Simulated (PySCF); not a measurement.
## Electronic structure of C7H17NSi in real space

Input file:

```
{"job": {"kind": "nmr", "xc": "PBE0", "basis": "pcSseg-1"}, "charge": 0, "multiplicity": 1}
C     -2.501650    -1.187234    -0.395866
N     -1.215409    -1.024539    -1.050759
C     -0.139696    -0.407563    -0.262598
C      0.123596    -1.265744     0.972716
Si     1.383918    -0.500267    -1.443638
C      2.940069     0.258769    -0.664771
C     -0.459381     1.044253     0.074751
C      0.287634     1.833967     1.106712
C     -1.159170     1.508360     1.320213
H     -2.407997    -1.910848     0.411999
H     -3.205006    -1.587035    -1.125575
H     -2.913515    -0.254123     0.011796
H     -1.353532    -0.471029    -1.890484
H      0.224661    -2.303020     0.664074
H      1.043492    -0.960927     1.464172
H     -0.684871    -1.203586     1.697508
H      1.053894     0.246001    -2.668218
H      1.605741    -1.909452    -1.775027
H      3.254652    -0.286867     0.219753
H      3.763991     0.235588    -1.370543
H      2.781032     1.293577    -0.377274
H     -0.720786     1.599321    -0.823625
H      0.559358     2.854510     0.879633
H      1.011954     1.324459     1.722102
H     -1.408455     0.792404     2.087476
H     -1.885570     2.303638     1.228745
```

Run with:

```sh
OMP_NUM_THREADS=1 python probes_run.py task.json out
```

Geometry: GFN2-xTB.

All numbers below come from PBE0/pcSseg-1, SCF density, gas phase, non-relativistic in PySCF.

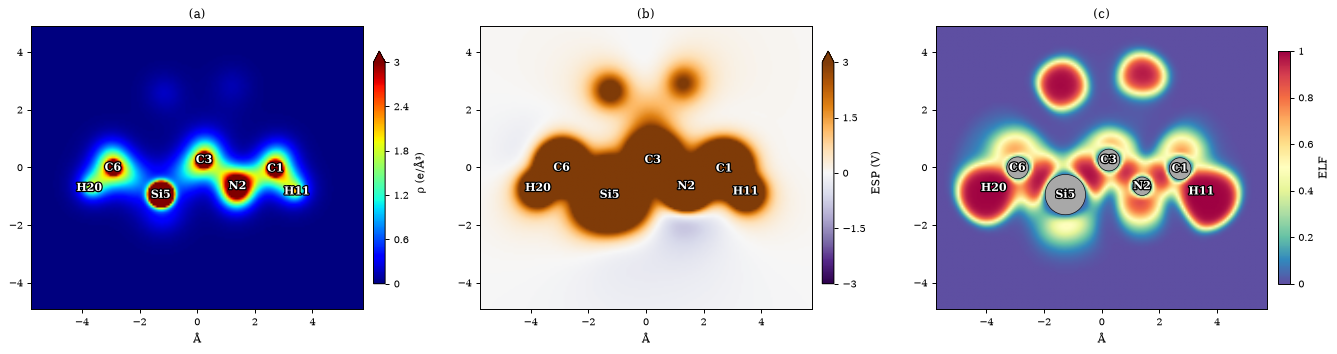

Figure 1. (a) total electron density; (b) molecular electrostatic potential; (c) ELF on the plane of atoms C1, N2 and C3. Grey discs cover the atomic cores in the ELF map.

Question: Read the bonding off the picture.

Answer: Atoms in the plane: C, N, Si and H.
C–N (1.45 Å): ρ at the midpoint is about 1.9 e/Å³; the ELF peaks at about 0.95 between the atoms, as expected for a covalent bond.
C–Si (1.90 Å): ρ at the midpoint is about 0.91 e/Å³; the ELF peaks at about 0.95 between the atoms, as expected for localised, covalent bonding.
C–H (1.09 Å): ρ at the midpoint is about 2 e/Å³; the ELF climbs to about 1 towards the hydrogen, as it does in any bond to H: a covalent bond by its length.
Outside the dense part of the molecule the potential is most negative (−0.9 V) near H13, which lies off the plane.

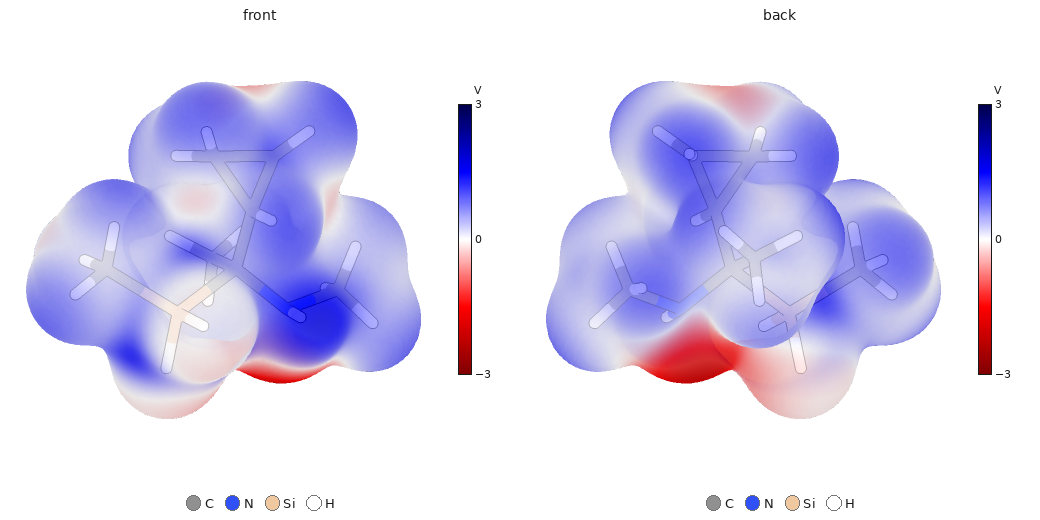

Figure 2. The molecular electrostatic potential painted on the density surface at 0.004 e/bohr³, seen from the front and from behind; red is negative and blue positive.

Question: Where is the surface potential most negative and most positive?

Answer: The most negative region (about −2.1 V) lies over N2, the most positive (about +1.6 V) over H13. N2 is the likeliest acceptor of a hydrogen bond.

Question: How polar is the molecule by this calculation?

Answer: Its dipole moment is 1.26 D.
